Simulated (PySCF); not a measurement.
# A workflow on C2HBF2 (SMILES C#CB(F)F)

We compute a saddle-point search (HF/BFD-VDZ), then the harmonic vibrations, then the intrinsic reaction coordinate (HF/BFD-VDZ), then the energy (HF/BFD-VDZ), then the energy (MP2/ccECP-aug-cc-pVDZ), then a single-point energy of C2HBF2. 

The results are computed with PySCF 2.14.0.

## Step 1: The system as given

The species is C2HBF2 (6 atoms), meant as a singlet with charge 0. As SMILES, `C#CB(F)F`. The run starts from this shape.

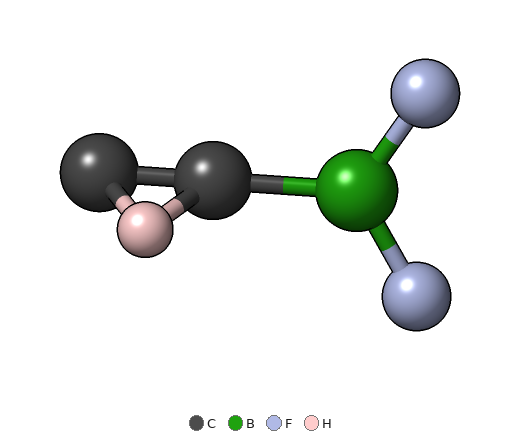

Viewed from a chosen angle; carbon dark grey, boron green, fluorine light blue, hydrogen pink.

## Step 2: A transition-state search at HF/BFD-VDZ (density fitting, core potential) (run 1)

The input, run.py:

```python
from pyscf import gto, scf
from pyscf.geomopt.geometric_solver import kernel as optimise

mol = gto.M(
    atom='''
C   -0.883700   0.450800   1.253400
C   -0.218600   0.106200   0.311700
B    0.622000  -0.329200  -0.878400
F    0.153600  -1.179500  -1.766600
F    1.841700   0.131700  -1.054100
H   -0.317767  -0.695580   1.303831
''',
    ecp={'C': 'bfd', 'B': 'bfd', 'F': 'bfd', 'H': 'bfd'},
    basis='bfd-vdz',
    verbose=3,
    charge=0,
    max_memory=1860,
)

myscf = scf.RHF(mol)
myscf = myscf.density_fit()
converged, mol_eq = optimise(myscf, maxsteps=60, transition=True, hessian=True)
print('converged:', converged)
print(mol_eq.tostring())

myscf.reset(mol_eq)
mol = mol_eq
myscf.kernel()
energy = myscf.e_tot
print('Final energy', energy)
```

The run is started by

```
$ OMP_NUM_THREADS=1 python run.py
```

The program printed:

```text
WARN: Even tempered Gaussians are generated as DF auxbasis for  C B H F

converged SCF energy = -62.3253465288173

[... 39 lines left out ...]
> Convergence Criteria:
[... 94 lines left out ...]
WARN: Even tempered Gaussians are generated as DF auxbasis for  C B H F
[... 163 lines left out ...]
converged SCF energy = -62.3327157629233
[... 186 lines left out ...]
WARN: Even tempered Gaussians are generated as DF auxbasis for  C B H F
[... 165 lines left out ...]
converged SCF energy = -62.3391997333125
[... 175 lines left out ...]
Converged! =D
[... 1 line left out ...]
converged: True
C          -0.51266517        0.34052950        1.50499131
C           0.04105074        0.04695701        0.42131527
B           0.71382028       -0.31825973       -0.90504870
F           0.31529063       -1.35875753       -1.57778279
F           1.68630053        0.40941846       -1.36624749
H          -1.04695828       -0.63530078        1.09132790

WARN: Even tempered Gaussians are generated as DF auxbasis for  C B H F

converged SCF energy = -62.3392921850823
Final energy -62.33929218508226
```

Run time: 11 min. Hardware: 1 thread of Intel Xeon at 2.50GHz (Skylake/Cascade Lake), shared host; peak memory 0.53 GiB.

Steps, from the record of the run:

| step | energy from the first frame kept (eV) | largest force (eV/Å) |
| --- | --- | --- |
| 0 | 0.0000 | 5.3450 |
| 2 | -0.0849 | 2.2116 |
| 4 | -0.1194 | 0.8245 |
| 6 | -0.1580 | 0.7553 |
| 8 | -0.2005 | 0.6863 |
| 10 | -0.2443 | 0.5920 |
| 12 | -0.2862 | 0.4766 |
| 14 | -0.3244 | 0.3462 |
| 16 | -0.3586 | 0.2251 |
| 18 | -0.3765 | 0.3080 |
| 20 | -0.3758 | 0.2362 |
| 22 | -0.3772 | 0.0753 |
| 24 | -0.3789 | 0.0393 |
| 26 | -0.3795 | 0.0133 |
| 27 | -0.3795 | 0.0046 |

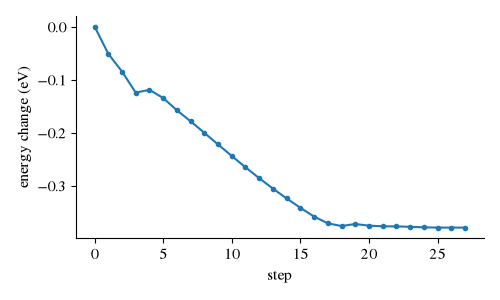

Energy along the run.

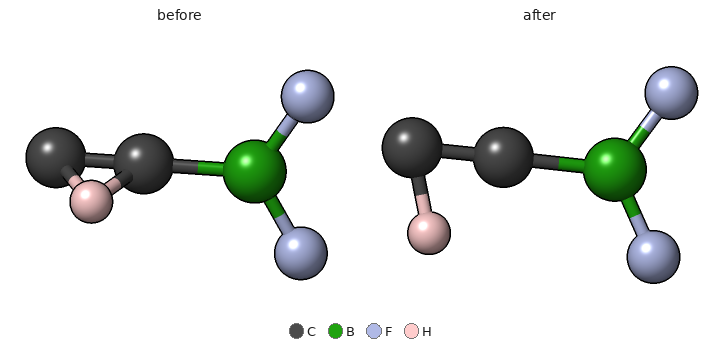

Before and after, at one scale.

After the run. Bond lengths: C1–C2 1.252 Å, C2–B3 1.531 Å, B3–F4 1.302 Å, B3–F5 1.299 Å, C1–H6 1.187 Å. Angles: C1–C2–B3 179.7°, C2–B3–F4 120.3°, C2–B3–F5 120.2°, F4–B3–F5 119.6°, C2–C1–H6 72.8°.

## Step 3: The harmonic vibrations at HF/BFD-VDZ (density fitting, core potential) (run 2)

The input, run.py:

```python
from pyscf import gto, scf, symm
from pyscf.hessian import thermo

mol = gto.Mole()
mol.atom = '''
C     -1.041186     0.577036     2.066769
C     -0.487470     0.283464     0.983093
B      0.185299    -0.081753    -0.343271
F     -0.213230    -1.122251    -1.016005
F      1.157780     0.645925    -0.804469
H     -1.575479    -0.398794     1.653106
'''
mol.basis = 'bfd-vdz'
mol.ecp = {'C': 'bfd', 'B': 'bfd', 'F': 'bfd', 'H': 'bfd'}
mol.max_memory = 1860
mol.verbose = 3
mol.build()

mf = scf.RHF(mol)
mf = mf.density_fit()
mf.kernel()

e_final = mf.e_tot
print('E = %.10f Eh' % e_final)
hess = mf.Hessian().kernel()
modes = thermo.harmonic_analysis(mol, hess)
thermo.dump_normal_mode(mol, modes)
symm.geom.TOLERANCE = 1e-3  # for the symmetry number
th = thermo.thermo(mf, modes['freq_au'], 298.15, 101325)
thermo.dump_thermo(mol, th)
```

The run is started by

```
$ OMP_NUM_THREADS=1 python run.py
```

The program printed:

```text
WARN: Even tempered Gaussians are generated as DF auxbasis for  B H F C

converged SCF energy = -62.3392921851776
[... 67 lines left out ...]
Gibbs free energy [Eh] -62.34232
```

Wall time 2 min (1 thread of Intel Xeon at 2.50GHz (Skylake/Cascade Lake), shared host); peak memory 0.51 GiB.

## Step 4: A reaction path at HF/BFD-VDZ (density fitting, core potential, path step 0.3 bohr*amu^0.5) (run 3)

The input, job.py:

```python
import numpy
from pyscf import gto
from pyscf.hessian import thermo

system = gto.Mole()
system.atom = '''
C   -0.512665   0.340529   1.504991
C    0.041051   0.046957   0.421315
B    0.713820  -0.318260  -0.905049
F    0.315291  -1.358758  -1.577783
F    1.686301   0.409418  -1.366247
H   -1.046958  -0.635301   1.091328
'''
system.max_memory = 1860
system.basis = 'bfd-vdz'
system.charge = 0
system.verbose = 3
system.ecp = {'C': 'bfd', 'B': 'bfd', 'F': 'bfd', 'H': 'bfd'}
system.build()

calc0 = system.RHF()
calc0 = calc0.density_fit()
calc0.kernel()
modes = thermo.harmonic_analysis(system, calc0.Hessian().kernel())
print('lowest modes (1/cm)', numpy.round(modes['freq_wavenumber'][:3], 1))
w = numpy.sqrt(system.atom_mass_list(isotope_avg=True))[:, None]
mode = modes['norm_mode'][0] * w
mode /= numpy.linalg.norm(mode)
scanner = calc0.nuc_grad_method().as_scanner()
x_ts, e_ts, ds = system.atom_coords() * w, calc0.e_tot, 0.3  # mass-weighted, bohr amu^1/2
path = []
for sign in (1, -1):
    x, e_old = x_ts + sign * ds * mode, e_ts
    for k in range(1, 21):
        e, g = scanner(system.set_geom_(x / w, unit='bohr', inplace=False))
        if e > e_old:
            break
        path.append((sign * k * ds, e, x / w, g))
        d1 = -g / w / numpy.linalg.norm(g / w)
        g2 = scanner(system.set_geom_((x + 0.5 * ds * d1) / w, unit='bohr', inplace=False))[1] / w  # midpoint rule
        x, e_old = x - ds * g2 / numpy.linalg.norm(g2), e
path.sort(key=lambda p: p[0])
print('s (bohr amu^1/2)   E - E(TS) (kcal/mol)')
for s, e, x, g in path:
    print('%7.2f %10.3f' % (s, (e - e_ts) * 627.5095))
for s, e, x, g in (path[0], path[-1]):
    print('end at s = %.2f' % s)
    print(system.set_geom_(x, unit='bohr', inplace=False).tostring())
```

The run is started by

```
$ OMP_NUM_THREADS=1 python job.py
```

The program printed:

```text
WARN: Even tempered Gaussians are generated as DF auxbasis for  C H B F

converged SCF energy = -62.3392921851778
lowest modes (1/cm) [  0. +947.2j 201.   +0.j  217.2  +0.j ]

WARN: Mole.unit (angstrom) is changed to bohr

WARN: Even tempered Gaussians are generated as DF auxbasis for  C H B F

[... 15 lines left out ...]
converged SCF energy = -62.3417382362535
[... 87 lines left out ...]
WARN: Even tempered Gaussians are generated as DF auxbasis for  C H B F
[... 87 lines left out ...]
WARN: Mole.unit (angstrom) is changed to bohr
[... 78 lines left out ...]
converged SCF energy = -62.3710378617727
[... 87 lines left out ...]
WARN: Even tempered Gaussians are generated as DF auxbasis for  C H B F
[... 94 lines left out ...]
WARN: Mole.unit (angstrom) is changed to bohr
[... 1 line left out ...]
C          -0.55091457        0.22996893        1.42821341
C           0.06302064        0.06999962        0.41856631
B           0.72542882       -0.30210565       -0.90214732
F           0.31820750       -1.35012692       -1.57162304
F           1.69952701        0.41099948       -1.38212781
H          -1.28171494        0.04180350        2.19103398
end at s = 1.20

WARN: Mole.unit (angstrom) is changed to bohr

C          -0.48649621        0.39155825        1.52903865
C          -0.00571499       -0.00740926        0.42117147
B           0.71310971       -0.31121171       -0.89618451
F           0.32001328       -1.35485400       -1.57952480
F           1.68519936        0.40905368       -1.36515968
H          -0.86215158       -0.73784032        0.72376510
```

Run time: 10 min. Hardware: 1 thread of Intel Xeon at 2.50GHz (Skylake/Cascade Lake), shared host; peak memory 0.51 GiB.

The path in brief:

| step | energy from the first frame kept (eV) | largest force (eV/Å) |
| --- | --- | --- |
| 0 | 0.0000 | 1.7087 |
| 1 | 0.2860 | 4.8017 |
| 2 | 0.4061 | 3.9025 |
| 3 | 0.6256 | 3.8419 |
| 4 | 0.8487 | 3.5554 |
| 5 | 1.0916 | 3.3609 |
| 6 | 1.3283 | 3.0901 |
| 7 | 1.5481 | 2.7713 |
| 8 | 1.7281 | 2.3526 |
| 9 | 1.7596 | 0.6015 |
| 10 | 1.7681 | 0.3859 |
| 11 | 1.7660 | 1.4820 |
| 12 | 1.7441 | 1.9247 |
| 13 | 1.6436 | 0.8378 |

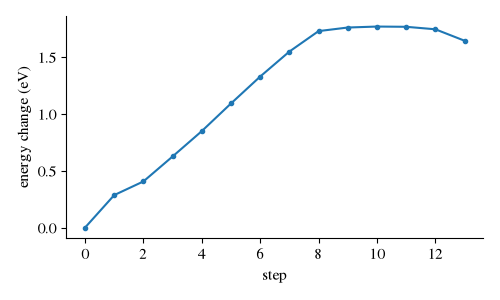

Energy along the run.

## Step 5: The energy at HF/BFD-VDZ (density fitting, core potential) (run 4)

The input, input.py:

```python
from pyscf import gto

mol = gto.Mole()
mol.atom = '''
C       -0.883700       0.450800       1.253400
C       -0.218600       0.106200       0.311700
B        0.622000      -0.329200      -0.878400
F        0.153600      -1.179500      -1.766600
F        1.841700       0.131700      -1.054100
H       -1.473000       0.756000       2.087900
'''
mol.basis = 'bfd-vdz'
mol.ecp = {'C': 'bfd', 'B': 'bfd', 'F': 'bfd', 'H': 'bfd'}
mol.verbose = 3
mol.max_memory = 1860
mol.build()

mf = mol.RHF()
mf = mf.density_fit()
mf.kernel()

e_final = mf.e_tot
print('Final energy', e_final)
```

The run is started by

```
$ OMP_NUM_THREADS=1 python input.py
```

The program printed:

```text
WARN: Even tempered Gaussians are generated as DF auxbasis for  C H F B

converged SCF energy = -62.412776436759
Final energy -62.41277643675896
```

It took 4.2 s on 1 thread of Intel Xeon at 2.50GHz (Skylake/Cascade Lake), shared host; peak memory 0.15 GiB.

## Step 6: A single-point energy at MP2/ccECP-aug-cc-pVDZ (core potential) (run 5)

The input, job.py:

```python
from pyscf import gto, mp

mol = gto.M(
    atom='''
C     -0.512665     0.340529     1.504991
C      0.041051     0.046957     0.421315
B      0.713820    -0.318260    -0.905049
F      0.315291    -1.358758    -1.577783
F      1.686301     0.409418    -1.366247
H     -1.046958    -0.635301     1.091328
''',
    max_memory=1860,
    ecp='ccecp',
    charge=0,
    verbose=3,
    basis='ccecp-aug-cc-pvdz',
)

mf = mol.RHF()
mf.kernel()

pt = mp.MP2(mf).run()
e_final = pt.e_tot
print('Final energy', e_final)
```

The run is started by

```
$ OMP_NUM_THREADS=1 python job.py
```

The program printed:

```text
converged SCF energy = -62.3239793426866
E(RMP2) = -63.028207632135  E_corr = -0.70422828944843
E(SCS-RMP2) = -63.0082051682009  E_corr = -0.684225825514309
Final energy -63.02820763213504
```

It took 24 s on 1 thread of Intel Xeon at 2.50GHz (Skylake/Cascade Lake), shared host; peak memory 0.4 GiB.

## Step 7: A single-point energy at MP2/ccECP-aug-cc-pVDZ (core potential) (run 6)

The input, input.py:

```python
from pyscf import gto, mp

system = gto.Mole()
system.atom = '''
C     -0.883700     0.450800     1.253400
C     -0.218600     0.106200     0.311700
B      0.622000    -0.329200    -0.878400
F      0.153600    -1.179500    -1.766600
F      1.841700     0.131700    -1.054100
H     -1.473000     0.756000     2.087900
'''
system.spin = 0
system.charge = 0
system.max_memory = 1860
system.basis = 'ccecp-aug-cc-pvdz'
system.verbose = 3
system.ecp = 'ccecp'
system.build()

mf = system.RHF()
mf.kernel()

pt = mp.MP2(mf).run()
etot = pt.e_tot
print(f'total energy: {etot:.8f} hartree')
```

The run is started by

```
$ OMP_NUM_THREADS=1 python input.py
```

The program printed:

```text
converged SCF energy = -62.397522010457
E(RMP2) = -63.1095812032763  E_corr = -0.712059192819345
E(SCS-RMP2) = -63.0893534622549  E_corr = -0.691831451797973
total energy: -63.10958120 hartree
```

It took 21 s on 1 thread of Intel Xeon at 2.50GHz (Skylake/Cascade Lake), shared host; peak memory 0.4 GiB.

## Step 8: Outcome

| quantity | value |
| --- | --- |
| run 1, HF/BFD-VDZ: total energy at the end | -62.33929 Eh |
| run 1, HF/BFD-VDZ: dipole moment | 1.54 D |
| run 1, HF/BFD-VDZ: HOMO energy | -12.40 eV |
| run 1, HF/BFD-VDZ: LUMO energy | 2.18 eV |
| run 1, HF/BFD-VDZ: HOMO–LUMO gap | 14.58 eV |
| run 2, HF/BFD-VDZ: lowest harmonic wavenumber | 947i cm⁻¹ (imaginary) |
| run 2, HF/BFD-VDZ: highest harmonic wavenumber | 2664 cm⁻¹ |
| run 3, HF/BFD-VDZ: energy at the saddle point | -62.33929 Eh |
| run 4, HF/BFD-VDZ: total energy | -62.41278 Eh |
| run 4, HF/BFD-VDZ: dipole moment | 2.27 D |
| run 4, HF/BFD-VDZ: HOMO energy | -11.77 eV |
| run 4, HF/BFD-VDZ: LUMO energy | 2.34 eV |
| run 4, HF/BFD-VDZ: HOMO–LUMO gap | 14.11 eV |
| run 5, MP2/ccECP-aug-cc-pVDZ: total energy | -63.02821 Eh |
| run 5, MP2/ccECP-aug-cc-pVDZ: dipole moment (Hartree–Fock density) | 1.71 D |
| run 5, MP2/ccECP-aug-cc-pVDZ: HOMO energy (Hartree–Fock orbitals) | -12.37 eV |
| run 5, MP2/ccECP-aug-cc-pVDZ: LUMO energy (Hartree–Fock orbitals) | 1.19 eV |
| run 5, MP2/ccECP-aug-cc-pVDZ: HOMO–LUMO gap (Hartree–Fock orbitals) | 13.56 eV |
| run 5, MP2/ccECP-aug-cc-pVDZ: correlation energy | -704.2 mEh |
| run 6, MP2/ccECP-aug-cc-pVDZ: total energy | -63.10958 Eh |
| run 6, MP2/ccECP-aug-cc-pVDZ: dipole moment (Hartree–Fock density) | 2.17 D |
| run 6, MP2/ccECP-aug-cc-pVDZ: HOMO energy (Hartree–Fock orbitals) | -11.74 eV |
| run 6, MP2/ccECP-aug-cc-pVDZ: LUMO energy (Hartree–Fock orbitals) | 1.18 eV |
| run 6, MP2/ccECP-aug-cc-pVDZ: HOMO–LUMO gap (Hartree–Fock orbitals) | 12.92 eV |
| run 6, MP2/ccECP-aug-cc-pVDZ: correlation energy | -712.1 mEh |

What this shows: 1 mode is imaginary (lowest 947i cm⁻¹): a first-order saddle point. Mulliken charges (run 4, HF/BFD-VDZ) run from -0.47 on C2 to +0.37 on B3; they depend strongly on the basis. Mulliken charges (run 5, MP2/ccECP-aug-cc-pVDZ) of the mean-field density run from -0.39 on H6 to +0.42 on C1; in a basis this large or diffuse they mean little.
